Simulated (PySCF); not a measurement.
Geometry relaxation of CH7NOSi2

- system: CH7NOSi2, SMILES C=N[SiH2]O[SiH3]
- method: PBE0-D3(BJ)/def2-SVP geometry optimisation, gas phase (PySCF 2.14.0)

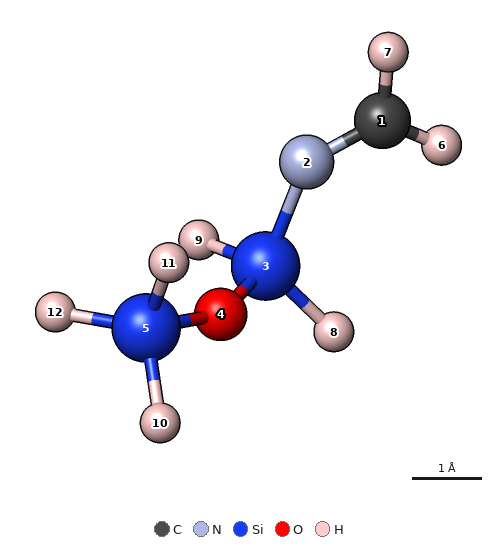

Fig. 1: The starting structure (ball-and-stick view, seen at a tilt; atoms are numbered from 1 in the order of the input).

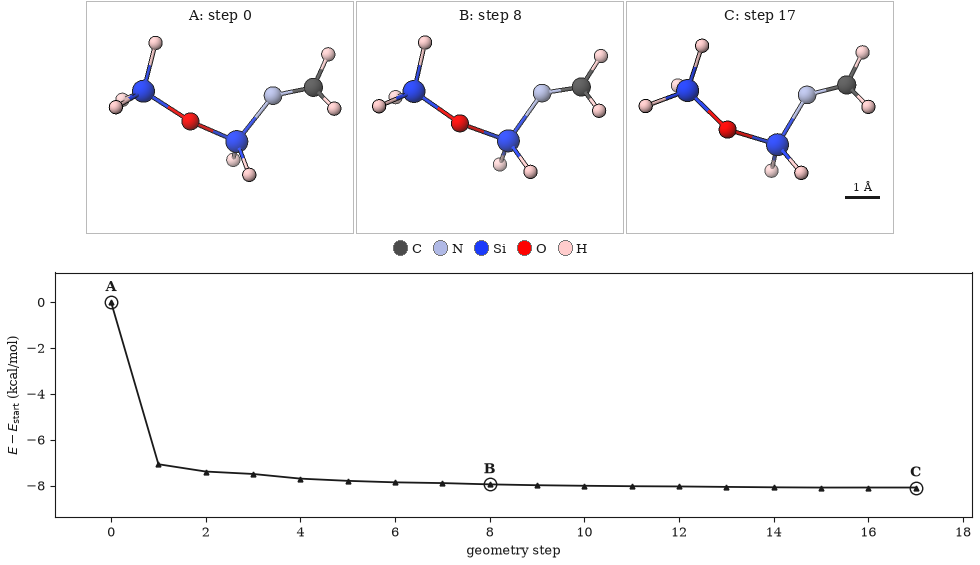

Fig. 2: Frames of the relaxation (ball-and-stick view, seen at a tilt) above the curves, on which the letters mark them (steps are counted from 0).

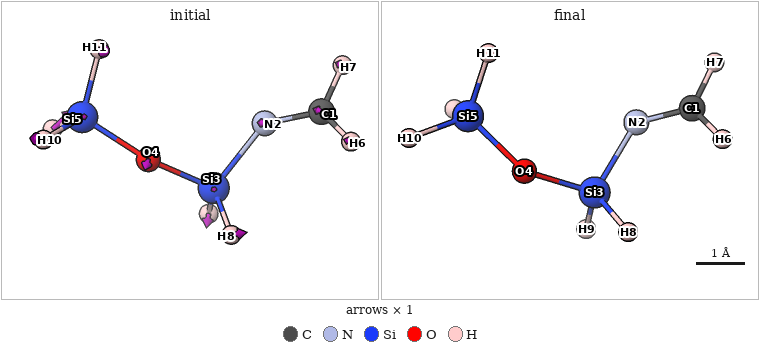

Fig. 3: Before (left) and after (right) the relaxation, at one scale (ball-and-stick view, seen at a tilt). The pink arrows give the displacements, at true length. Over 17 geometry steps the energy falls by 8.08 kcal/mol. The largest force component goes from 2.5 to 0.0065 eV/Å. The atom that moves furthest after the best rigid fit is H12 (0.64 Å). By element the largest moves are H 0.64 Å, O 0.32 Å, C 0.24 Å, N 0.22 Å, Si 0.13 Å. Among the contacts that change: Si3–O4 1.570 → 1.652 Å, Si3–H9 1.432 → 1.490 Å, C1–H6 1.057 → 1.112 Å, Si5–H12 1.444 → 1.494 Å. Among the angles that change: Si3–O4–Si5 156.1° → 139.3°, C1–N2–Si3 133.9° → 125.9°, N2–Si3–H8 116.6° → 112.8°. (Atoms are counted from 1 in the order of the input.)

The input that produced these results follows, with the program's output.

Input file:
```
{"job": {"xc": "PBE0", "basis": "def2-SVP", "d3": "d3bj", "grid": 1, "shake": 0.01, "kind": "geom"}, "charge": 0, "multiplicity": 1}
C      2.512850     0.795440     0.463170
N      1.401420     0.572070    -0.102500
Si     0.500820    -0.865620    -0.453400
O     -0.965660    -0.588150     0.032780
Si    -2.433580     0.156110     0.037780
H      3.147740     0.073340     0.902810
H      2.850880     1.848040     0.523910
H      0.895690    -2.080640     0.265690
H      0.580910    -0.964720    -1.879450
H     -3.275700    -0.720030     0.865510
H     -2.272660     1.481380     0.658170
H     -2.903020     0.264500    -1.323490
```

The first line tells a small driver script what to run in PySCF; the rest is the geometry in Å.

Launch command:
```bash
OMP_NUM_THREADS=1 python <driver script> task.json out
```

Log:
```
step   0  E = -750.57455413  max force = 0.048998
step   1  E = -750.58581584  max force = 0.008987
step   2  E = -750.58632307  max force = 0.005749
step   3  E = -750.58649221  max force = 0.010387
step   4  E = -750.58681606  max force = 0.003782
step   5  E = -750.58696967  max force = 0.002072
step   6  E = -750.58707334  max force = 0.001756
step   7  E = -750.58712542  max force = 0.001623
step   8  E = -750.58721414  max force = 0.002132
step   9  E = -750.58727373  max force = 0.002536
step  10  E = -750.58731195  max force = 0.001443
step  11  E = -750.58734287  max force = 0.000752
step  12  E = -750.58735940  max force = 0.000895
step  13  E = -750.58739062  max force = 0.001201
step  14  E = -750.58741891  max force = 0.000996
step  15  E = -750.58743631  max force = 0.000570
step  16  E = -750.58743376  max force = 0.000178
step  17  E = -750.58743458  max force = 0.000127
optimisation converged
```

Trajectory as extended XYZ (Å, eV, eV/Å), 18 frames, from step=0 to step=17:
```
12
Properties=species:S:1:pos:R:3:forces:R:3 step=0 energy=-20424.17393
C     2.5128    0.7954    0.4632   -1.8381   1.5793  -1.0763
N     1.4014    0.5721   -0.1025    0.8522   0.1768   0.2463
Si    0.5008   -0.8656   -0.4534    2.1087   0.0564   0.2504
O    -0.9657   -0.5881    0.0328   -2.5196   0.2908   0.7353
Si   -2.4336    0.1561    0.0378    0.6074  -0.2329   0.7230
H     3.1477    0.0733    0.9028    1.1352  -1.4097   0.7412
H     2.8509    1.8480    0.5239    0.2211  -0.0630   0.1297
H     0.8957   -2.0806    0.2657    0.4497  -0.5301   0.1146
H     0.5809   -0.9647   -1.8795    0.1212  -0.3187  -1.2538
H    -3.2757   -0.7200    0.8655   -0.5008  -0.0606   0.1380
H    -2.2727    1.4814    0.6582   -0.1511   0.3858   0.1216
H    -2.9030    0.2645   -1.3235   -0.4860   0.1259  -0.8700
12
Properties=species:S:1:pos:R:3:forces:R:3 step=1 energy=-20424.48038
C     2.5656    0.7986    0.4471    0.2027  -0.4415   0.2390
N     1.4559    0.6006   -0.1093   -0.0938   0.0807  -0.1028
Si    0.5423   -0.8464   -0.4426   -0.3164   0.2421   0.1845
O    -1.0132   -0.5763    0.0693    0.4621  -0.2419  -0.1164
Si   -2.4949    0.1539    0.0613    0.0284   0.0570  -0.0372
H     3.2170   -0.0031    0.8937   -0.2342   0.2211  -0.1773
H     2.9753    1.8193    0.5426    0.0307   0.1077  -0.0051
H     1.0426   -2.0690    0.2589   -0.0182   0.0220   0.0075
H     0.6106   -1.0182   -1.9212   -0.0667  -0.0435   0.0089
H    -3.4429   -0.6745    0.8583    0.0000  -0.0302   0.0086
H    -2.4118    1.5131    0.6689    0.0097   0.0271   0.0077
H    -3.0070    0.2745   -1.3366   -0.0043  -0.0006  -0.0171
12
Properties=species:S:1:pos:R:3:forces:R:3 step=2 energy=-20424.49418
C     2.5597    0.7971    0.4466    0.1408  -0.2956   0.0912
N     1.4489    0.6244   -0.1161   -0.1186   0.2216  -0.1218
Si    0.5433   -0.8269   -0.4380   -0.1839   0.0620   0.0751
O    -1.0037   -0.5767    0.0784    0.1770  -0.1434  -0.0180
Si   -2.4871    0.1493    0.0602   -0.0157   0.0606  -0.0194
H     3.1781   -0.0313    0.8666    0.0002   0.1118   0.0005
H     2.9982    1.8082    0.5551   -0.0373  -0.0032  -0.0041
H     1.0531   -2.0383    0.2737    0.0402   0.0056   0.0085
H     0.5856   -1.0227   -1.9144   -0.0141  -0.0153  -0.0048
H    -3.4331   -0.6864    0.8541    0.0056  -0.0030  -0.0031
H    -2.4110    1.5115    0.6661    0.0036  -0.0025  -0.0043
H    -2.9924    0.2642   -1.3418    0.0023   0.0015   0.0000
12
Properties=species:S:1:pos:R:3:forces:R:3 step=3 energy=-20424.49878
C     2.5494    0.7730    0.4391   -0.0155   0.5341  -0.0506
N     1.4366    0.6549   -0.1382    0.0487   0.0409  -0.0202
Si    0.5375   -0.8035   -0.4362    0.1117  -0.2412  -0.1026
O    -0.9944   -0.5842    0.0956   -0.2522  -0.0110   0.1361
Si   -2.4762    0.1462    0.0616   -0.0633   0.0569  -0.0059
H     3.1567   -0.0446    0.8648    0.0349  -0.3125   0.0620
H     3.0000    1.7802    0.5582    0.0201  -0.0779   0.0076
H     1.0844   -1.9918    0.2867    0.0654  -0.0072  -0.0009
H     0.5407   -1.0339   -1.9083    0.0346   0.0182  -0.0193
H    -3.4279   -0.6960    0.8434    0.0088   0.0241  -0.0113
H    -2.4021    1.5083    0.6706   -0.0021  -0.0270  -0.0109
H    -2.9653    0.2638   -1.3468    0.0091   0.0025   0.0160
12
Properties=species:S:1:pos:R:3:forces:R:3 step=4 energy=-20424.50759
C     2.5431    0.7793    0.4319   -0.1042   0.1172  -0.0060
N     1.4312    0.6694   -0.1515    0.0418   0.1505  -0.0370
Si    0.5379   -0.8006   -0.4343    0.1455  -0.1344  -0.1002
O    -0.9944   -0.5901    0.1056   -0.1945  -0.0375   0.1178
Si   -2.4752    0.1451    0.0650   -0.0332   0.0506  -0.0190
H     3.1101   -0.0686    0.8626    0.1077  -0.1210   0.0650
H     3.0200    1.7718    0.5570   -0.0062  -0.0441  -0.0225
H     1.1151   -1.9753    0.2903    0.0245   0.0083   0.0010
H     0.5402   -1.0372   -1.9061    0.0100   0.0099  -0.0022
H    -3.4341   -0.6930    0.8406    0.0042   0.0096  -0.0026
H    -2.3990    1.5055    0.6747   -0.0005  -0.0093  -0.0006
H    -2.9554    0.2662   -1.3454    0.0049   0.0001   0.0064
12
Properties=species:S:1:pos:R:3:forces:R:3 step=5 energy=-20424.51177
C     2.5285    0.7803    0.4318   -0.0156  -0.0759  -0.0698
N     1.4223    0.6825   -0.1659    0.0069   0.0849  -0.0205
Si    0.5376   -0.8016   -0.4348    0.1025  -0.0145  -0.0480
O    -0.9957   -0.6026    0.1181   -0.1066  -0.0608   0.0724
Si   -2.4717    0.1459    0.0692    0.0094   0.0364  -0.0225
H     3.0772   -0.0806    0.8728    0.0371   0.0100   0.0474
H     3.0311    1.7605    0.5386   -0.0198   0.0035   0.0261
H     1.1453   -1.9602    0.2917   -0.0052   0.0089   0.0018
H     0.5343   -1.0446   -1.9058   -0.0065   0.0053   0.0082
H    -3.4439   -0.6880    0.8310   -0.0008  -0.0004   0.0023
H    -2.3885    1.5008    0.6883   -0.0010   0.0023   0.0039
H    -2.9371    0.2801   -1.3445   -0.0005   0.0004  -0.0012
12
Properties=species:S:1:pos:R:3:forces:R:3 step=6 energy=-20424.51459
C     2.5087    0.7776    0.4188   -0.0364  -0.0903   0.0686
N     1.4111    0.6959   -0.1985    0.0072  -0.0355  -0.0226
Si    0.5377   -0.8062   -0.4390    0.0569   0.0742  -0.0387
O    -0.9929   -0.6234    0.1364   -0.0388  -0.0614   0.0353
Si   -2.4581    0.1497    0.0755    0.0363   0.0217  -0.0167
H     3.0285   -0.0888    0.8906    0.0093   0.0691  -0.0301
H     3.0218    1.7504    0.5366    0.0108   0.0143  -0.0124
H     1.1829   -1.9409    0.2925   -0.0224   0.0052   0.0065
H     0.5147   -1.0662   -1.9067   -0.0141  -0.0017   0.0075
H    -3.4513   -0.6760    0.8184   -0.0037  -0.0036   0.0028
H    -2.3609    1.4969    0.7085   -0.0020   0.0062   0.0038
H    -2.9028    0.3034   -1.3426   -0.0032   0.0017  -0.0041
12
Properties=species:S:1:pos:R:3:forces:R:3 step=7 energy=-20424.51601
C     2.4970    0.7789    0.4194    0.0008  -0.0212   0.0182
N     1.4048    0.6920   -0.2072    0.0105  -0.0788   0.0056
Si    0.5369   -0.8152   -0.4411    0.0158   0.0835  -0.0110
O    -0.9930   -0.6376    0.1428   -0.0071  -0.0583   0.0151
Si   -2.4488    0.1532    0.0769    0.0286   0.0217  -0.0100
H     3.0225   -0.0800    0.8978   -0.0245   0.0400  -0.0252
H     3.0070    1.7543    0.5314    0.0025   0.0111   0.0022
H     1.1876   -1.9446    0.2927   -0.0140  -0.0008   0.0029
H     0.5051   -1.0792   -1.9075   -0.0069  -0.0017   0.0033
H    -3.4570   -0.6680    0.8047   -0.0022  -0.0020   0.0004
H    -2.3419    1.4935    0.7237   -0.0013   0.0041   0.0014
H    -2.8809    0.3251   -1.3431   -0.0020   0.0024  -0.0030
12
Properties=species:S:1:pos:R:3:forces:R:3 step=8 energy=-20424.51843
C     2.4638    0.7862    0.4182    0.0378   0.0964  -0.0339
N     1.3861    0.6720   -0.2286    0.0026  -0.1096   0.0313
Si    0.5339   -0.8462   -0.4461   -0.0630   0.0741   0.0371
O    -0.9935   -0.6800    0.1569    0.0509  -0.0471  -0.0245
Si   -2.4187    0.1653    0.0805   -0.0007   0.0283   0.0036
H     3.0018   -0.0498    0.9188   -0.0442  -0.0269  -0.0105
H     2.9542    1.7733    0.5199   -0.0045  -0.0007   0.0132
H     1.1948   -1.9656    0.2920    0.0067  -0.0108  -0.0043
H     0.4829   -1.1182   -1.9097    0.0095  -0.0051  -0.0052
H    -3.4716   -0.6405    0.7614    0.0020   0.0010  -0.0043
H    -2.2818    1.4817    0.7702    0.0013  -0.0020  -0.0030
H    -2.8121    0.3942   -1.3430    0.0016   0.0025   0.0006
12
Properties=species:S:1:pos:R:3:forces:R:3 step=9 energy=-20424.52005
C     2.4233    0.7965    0.4154    0.0400   0.1304  -0.0688
N     1.3605    0.6448   -0.2476   -0.0054  -0.0763   0.0494
Si    0.5284   -0.8849   -0.4486   -0.0940   0.0376   0.0548
O    -0.9972   -0.7299    0.1683    0.0815  -0.0290  -0.0489
Si   -2.3819    0.1814    0.0838   -0.0260   0.0343   0.0131
H     2.9743   -0.0162    0.9369   -0.0327  -0.0606   0.0099
H     2.8871    1.7977    0.5076   -0.0077  -0.0100   0.0156
H     1.2008   -1.9948    0.2927    0.0161  -0.0123  -0.0083
H     0.4653   -1.1648   -1.9098    0.0183  -0.0102  -0.0093
H    -3.4877   -0.6025    0.7038    0.0044   0.0017  -0.0055
H    -2.2098    1.4638    0.8281    0.0027  -0.0057  -0.0050
H    -2.7236    0.4813   -1.3401    0.0029   0.0000   0.0030
12
Properties=species:S:1:pos:R:3:forces:R:3 step=10 energy=-20424.52109
C     2.4047    0.8023    0.4134    0.0214   0.0742  -0.0519
N     1.3457    0.6270   -0.2491   -0.0097  -0.0137   0.0352
Si    0.5240   -0.9065   -0.4467   -0.0659   0.0036   0.0382
O    -1.0019   -0.7537    0.1689    0.0547  -0.0197  -0.0432
Si   -2.3643    0.1922    0.0839   -0.0227   0.0272   0.0127
H     2.9653   -0.0006    0.9396   -0.0086  -0.0437   0.0155
H     2.8508    1.8116    0.5023   -0.0040  -0.0094   0.0091
H     1.1984   -2.0153    0.2953    0.0120  -0.0055  -0.0056
H     0.4651   -1.1890   -1.9077    0.0151  -0.0096  -0.0058
H    -3.4970   -0.5805    0.6682    0.0034   0.0014  -0.0033
H    -2.1748    1.4528    0.8601    0.0023  -0.0040  -0.0032
H    -2.6765    0.5321   -1.3377    0.0020  -0.0008   0.0022
12
Properties=species:S:1:pos:R:3:forces:R:3 step=11 energy=-20424.52193
C     2.3949    0.8048    0.4108   -0.0015  -0.0159  -0.0117
N     1.3329    0.6159   -0.2425   -0.0113   0.0386   0.0117
Si    0.5193   -0.9207   -0.4410    0.0000  -0.0165   0.0031
O    -1.0085   -0.7684    0.1651   -0.0065  -0.0110  -0.0235
Si   -2.3554    0.2017    0.0817   -0.0018   0.0104   0.0093
H     2.9635    0.0037    0.9325    0.0128  -0.0021   0.0097
H     2.8297    1.8185    0.5004    0.0019  -0.0031  -0.0011
H     1.1949   -2.0288    0.3019   -0.0001   0.0040   0.0021
H     0.4737   -1.2062   -1.9025    0.0049  -0.0049   0.0003
H    -3.5067   -0.5648    0.6361    0.0001   0.0006   0.0000
H    -2.1551    1.4433    0.8846    0.0010   0.0000   0.0002
H    -2.6437    0.5736   -1.3368    0.0004  -0.0001  -0.0001
12
Properties=species:S:1:pos:R:3:forces:R:3 step=12 energy=-20424.52238
C     2.3890    0.8044    0.4091   -0.0031  -0.0460   0.0072
N     1.3236    0.6107   -0.2370   -0.0134   0.0411   0.0012
Si    0.5159   -0.9292   -0.4366    0.0317  -0.0153  -0.0083
O    -1.0149   -0.7785    0.1606   -0.0313  -0.0055  -0.0159
Si   -2.3505    0.2083    0.0792    0.0097   0.0013   0.0086
H     2.9639    0.0043    0.9267    0.0119   0.0155   0.0015
H     2.8192    1.8200    0.4984    0.0032   0.0008  -0.0037
H     1.1917   -2.0347    0.3101   -0.0051   0.0068   0.0058
H     0.4814   -1.2182   -1.8979   -0.0011  -0.0015   0.0027
H    -3.5151   -0.5542    0.6108   -0.0014   0.0002   0.0010
H    -2.1439    1.4348    0.9032   -0.0002   0.0020   0.0011
H    -2.6208    0.6046   -1.3360   -0.0008   0.0005  -0.0012
12
Properties=species:S:1:pos:R:3:forces:R:3 step=13 energy=-20424.52323
C     2.3765    0.8017    0.4063    0.0021  -0.0578   0.0226
N     1.3039    0.6011   -0.2256   -0.0136   0.0246  -0.0085
Si    0.5092   -0.9461   -0.4275    0.0618  -0.0081  -0.0169
O    -1.0297   -0.7998    0.1479   -0.0560   0.0050  -0.0062
Si   -2.3404    0.2224    0.0731    0.0224  -0.0120   0.0075
H     2.9660    0.0044    0.9129    0.0030   0.0274  -0.0074
H     2.7988    1.8205    0.4945    0.0030   0.0045  -0.0045
H     1.1829   -2.0441    0.3321   -0.0084   0.0081   0.0087
H     0.4989   -1.2436   -1.8877   -0.0080   0.0025   0.0041
H    -3.5328   -0.5306    0.5538   -0.0029   0.0000   0.0013
H    -2.1226    1.4141    0.9435   -0.0017   0.0039   0.0013
H    -2.5711    0.6726   -1.3328   -0.0017   0.0018  -0.0019
12
Properties=species:S:1:pos:R:3:forces:R:3 step=14 energy=-20424.52400
C     2.3561    0.7985    0.4032    0.0095  -0.0340   0.0234
N     1.2789    0.5871   -0.2173   -0.0090   0.0020  -0.0114
Si    0.5015   -0.9696   -0.4190    0.0512  -0.0043  -0.0113
O    -1.0485   -0.8290    0.1290   -0.0503   0.0160  -0.0034
Si   -2.3230    0.2402    0.0662    0.0198  -0.0181   0.0045
H     2.9614    0.0087    0.9025   -0.0051   0.0200  -0.0106
H     2.7676    1.8222    0.4877    0.0006   0.0038  -0.0021
H     1.1704   -2.0557    0.3611   -0.0041   0.0054   0.0069
H     0.5188   -1.2797   -1.8765   -0.0082   0.0027   0.0034
H    -3.5517   -0.4948    0.4788   -0.0022   0.0003   0.0001
H    -2.0927    1.3827    0.9974   -0.0016   0.0036   0.0013
H    -2.4994    0.7618   -1.3227   -0.0008   0.0026  -0.0008
12
Properties=species:S:1:pos:R:3:forces:R:3 step=15 energy=-20424.52447
C     2.3266    0.7947    0.3988    0.0090   0.0011   0.0099
N     1.2464    0.5643   -0.2097   -0.0002  -0.0115  -0.0024
Si    0.4909   -1.0038   -0.4086    0.0136  -0.0073  -0.0051
O    -1.0755   -0.8664    0.0963   -0.0208   0.0293  -0.0046
Si   -2.2967    0.2656    0.0569    0.0072  -0.0155  -0.0021
H     2.9534    0.0178    0.8906   -0.0071   0.0020  -0.0044
H     2.7201    1.8259    0.4777   -0.0001   0.0004   0.0001
H     1.1472   -2.0729    0.4042    0.0032   0.0019   0.0029
H     0.5481   -1.3335   -1.8606   -0.0044  -0.0014   0.0017
H    -3.5727   -0.4376    0.3691    0.0010   0.0001   0.0008
H    -2.0568    1.3307    1.0739    0.0005   0.0003   0.0016
H    -2.3916    0.8877   -1.2980   -0.0019   0.0006   0.0016
12
Properties=species:S:1:pos:R:3:forces:R:3 step=16 energy=-20424.52440
C     2.3452    0.7930    0.4017    0.0007   0.0018   0.0048
N     1.2635    0.5726   -0.2080    0.0041  -0.0039  -0.0057
Si    0.4961   -0.9888   -0.4102    0.0025   0.0011   0.0036
O    -1.0665   -0.8455    0.1044   -0.0050   0.0088  -0.0060
Si   -2.3125    0.2571    0.0570    0.0057  -0.0092   0.0043
H     2.9649    0.0101    0.8923   -0.0035  -0.0015  -0.0007
H     2.7471    1.8209    0.4827   -0.0004  -0.0006   0.0002
H     1.1509   -2.0651    0.3945   -0.0002   0.0009   0.0012
H     0.5418   -1.3122   -1.8639   -0.0029  -0.0011   0.0004
H    -3.5679   -0.4654    0.4067   -0.0009   0.0012  -0.0010
H    -2.0807    1.3519    1.0440   -0.0002   0.0006  -0.0008
H    -2.4424    0.8438   -1.3107    0.0001   0.0017  -0.0004
12
Properties=species:S:1:pos:R:3:forces:R:3 step=17 energy=-20424.52442
C     2.3450    0.7915    0.4019   -0.0037   0.0034   0.0019
N     1.2647    0.5720   -0.2104    0.0049  -0.0030  -0.0065
Si    0.4962   -0.9893   -0.4105   -0.0033  -0.0003   0.0065
O    -1.0672   -0.8444    0.1018    0.0027   0.0065  -0.0065
Si   -2.3122    0.2590    0.0561   -0.0002  -0.0046   0.0041
H     2.9613    0.0082    0.8963    0.0003  -0.0032   0.0010
H     2.7491    1.8186    0.4817   -0.0004  -0.0009   0.0010
H     1.1496   -2.0635    0.3981    0.0008  -0.0005   0.0001
H     0.5427   -1.3164   -1.8633   -0.0008  -0.0005   0.0005
H    -3.5686   -0.4640    0.4012   -0.0009   0.0012  -0.0010
H    -2.0813    1.3501    1.0473    0.0002   0.0007  -0.0007
H    -2.4397    0.8508   -1.3096    0.0004   0.0011  -0.0005
```

Results in brief:

- outcome: converged
- total energy: −750.587435 hartree
- dipole moment: 1.52 D
- point group: C1
- hardware: 1 CPU thread, shared host
- wall time: 2 min
- peak memory: 0.46 GiB
